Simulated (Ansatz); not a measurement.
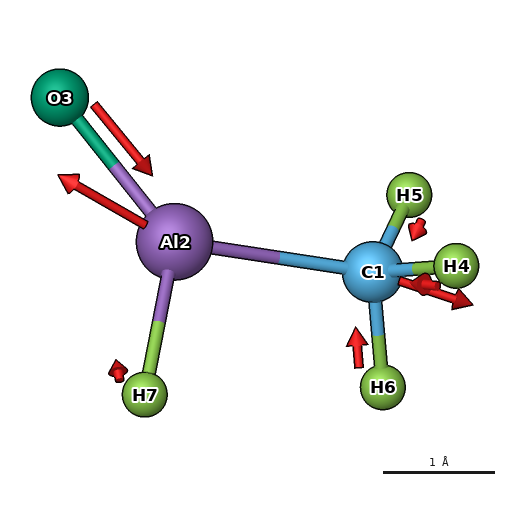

Arrows show the forces on the atoms, 0.8 Å of arrow for 1 eV/Å; forces under a tenth of the largest aren't drawn. State: charge −1, singlet. Level of theory: r2SCAN-D4/def2-TZVPPD (Ansatz 0.2.0).

> On which atom is the force largest, and how large is it?

On Al2: 1.21 eV/Å.

List the force components in the frame of the picture (x right, y up, z towards the viewer), in eV/Å.

| atom | Fx | Fy | Fz |
| --- | --- | --- | --- |
| C1 | 0.85 | −0.28 | −0.12 |
| Al2 | −1.01 | 0.58 | 0.36 |
| O3 | 0.68 | −0.83 | 0.02 |
| H4 | −0.33 | 0.04 | −0.28 |
| H5 | −0.11 | −0.24 | 0.15 |
| H6 | −0.04 | 0.48 | 0.01 |
| H7 | −0.05 | 0.25 | −0.14 |
